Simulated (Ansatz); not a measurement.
```tsv
atom	x (Å)	y (Å)	z (Å)
B	-0.7323	2.3941	-1.6481
F	-1.6124	2.4202	-2.6186
F	2.4276	1.1031	-1.4337
Si	-0.3336	2.9112	0.2357
Si	1.0403	1.8475	-1.0427
```

Geometry: r2SCAN-D4/def2-SVP.

The calculation used isolated molecule in a Gaussian basis; Kohn-Sham density functional theory, functional PBE0 in Ansatz.

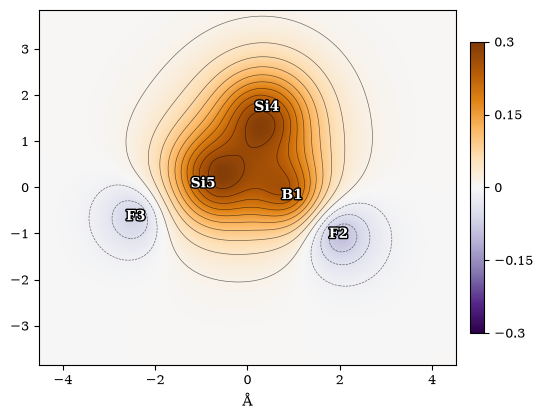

BF₂Si₂ (SMILES FB1[Si]=[Si]1F) (doublet). One frontier orbital on a plane 0.8 Å above the molecular plane (values in Å⁻³ᐟ²; the overall sign is arbitrary).

Q: Which orbital is it: HOMO (β) or LUMO (β)?

A: The HOMO (β), at −6.93 eV. By Hirshfeld shares it lies mainly on Si4 (about 40 %), Si5 (about 35 %) and B1 (about 20 %); it changes sign across the molecular plane (π type); π-bonding across B1–Si4, B1–Si5 and Si4–Si5.
